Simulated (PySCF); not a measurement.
# NaLi (lithium sodium): what the fields show

Input

```
{"job": {"kind": "nmr", "xc": "PBE0", "basis": "pcSseg-2"}, "charge": 0, "multiplicity": 1}
Li     1.472092    -0.035098     0.003485
Na    -1.454613     0.006288    -0.015605
```

Command:

```sh
OMP_NUM_THREADS=1 python probes_run.py task.json out
```

Geometry: PBE0-D3(BJ)/def2-TZVP.

Theory: PySCF 2.14.0, PBE0/pcSseg-2, SCF density, gas phase, non-relativistic.

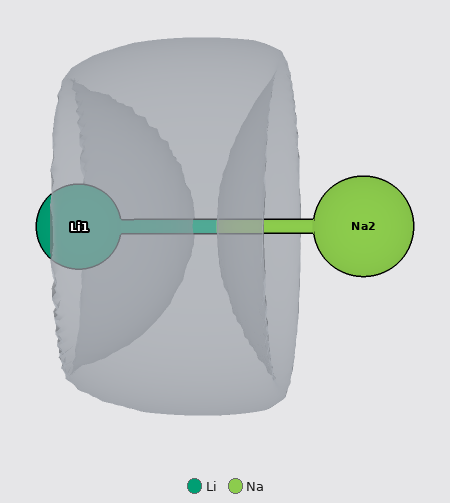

Figure 1. Isosurface of the electron localisation function at 0.85 (grey), seen from one side. Core shells and regions of very low density are left out.

What do the ELF domains correspond to?

At this value the surface marks out one lobe of the valence shell of Li pointing towards Na (polar bonds). Profiles from the grid: Na–Li (2.93 Å): the ELF peaks at about 0.95 between the atoms.

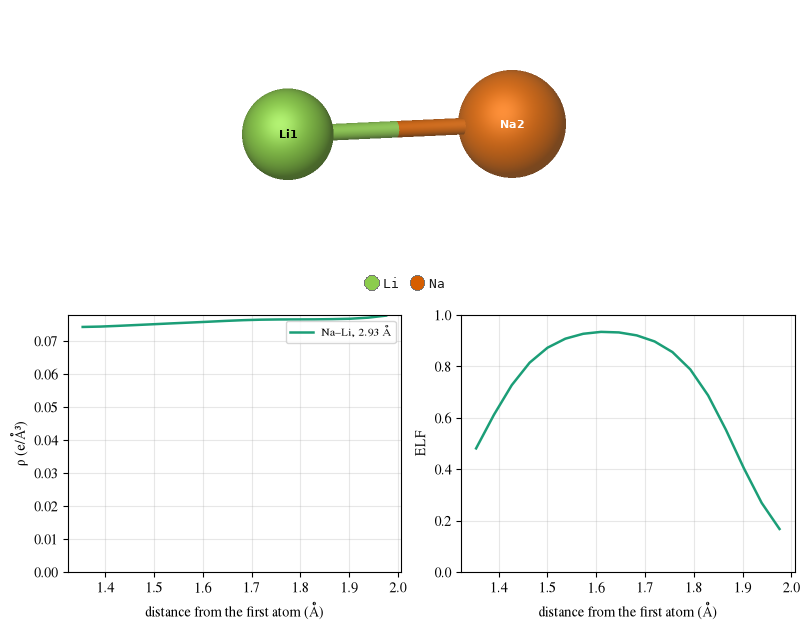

Figure 2. Electron density and electron localisation function along straight lines between neighbouring atoms. The curves leave out the atomic cores. The structure is drawn too.

What can be read from the curves?

Na–Li (2.93 Å): ρ at the midpoint is about 0.07 e/Å³; the ELF peaks at about 0.95 between the atoms.
